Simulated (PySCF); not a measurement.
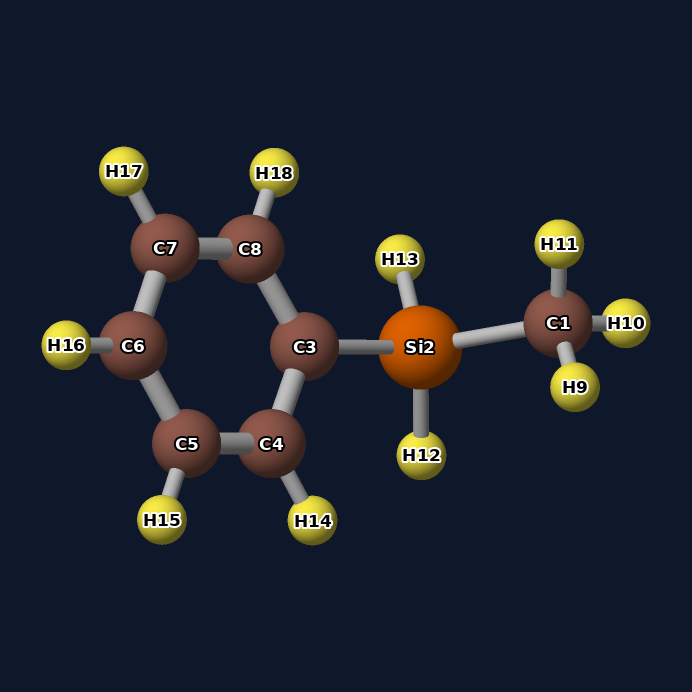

The thickness of each stick grows with its Mayer bond order. The geometry was computed by an optimisation with GFN2-xTB. No frequency run is at hand to confirm it as a minimum. Method: PBE0/pcSseg-1 (PySCF 2.14.0).

Which bond has the lowest Mayer bond order?

Answer. Si2–C3, 0.85, at 1.890 Å.

List the Mayer bond orders of C1–Si2, C1–H10, C1–H9, Si2–C3, Si2–H12, C3–C4, C5–C6, C6–H16, C4–C5, C5–H15, C4–H14 (one bond of each equivalent set).

```json
{"bond": "C1–Si2", "Mayer order": "0.96", "length (Å)": "1.900"}
{"bond": "C1–H10", "Mayer order": "0.96", "length (Å)": "1.086"}
{"bond": "C1–H9", "Mayer order": "0.96", "length (Å)": "1.086"}
{"bond": "Si2–C3", "Mayer order": "0.85", "length (Å)": "1.890"}
{"bond": "Si2–H12", "Mayer order": "0.95", "length (Å)": "1.469"}
{"bond": "C3–C4", "Mayer order": "1.42", "length (Å)": "1.392"}
{"bond": "C5–C6", "Mayer order": "1.43", "length (Å)": "1.385"}
{"bond": "C6–H16", "Mayer order": "0.97", "length (Å)": "1.081"}
{"bond": "C4–C5", "Mayer order": "1.45", "length (Å)": "1.383"}
{"bond": "C5–H15", "Mayer order": "0.97", "length (Å)": "1.081"}
{"bond": "C4–H14", "Mayer order": "0.97", "length (Å)": "1.081"}
```

The geometry is semi-empirical. Around Si such bond lengths and angles can be off by a tenth of an ångström or more and by several degrees, and values that hang on the shape move with them.
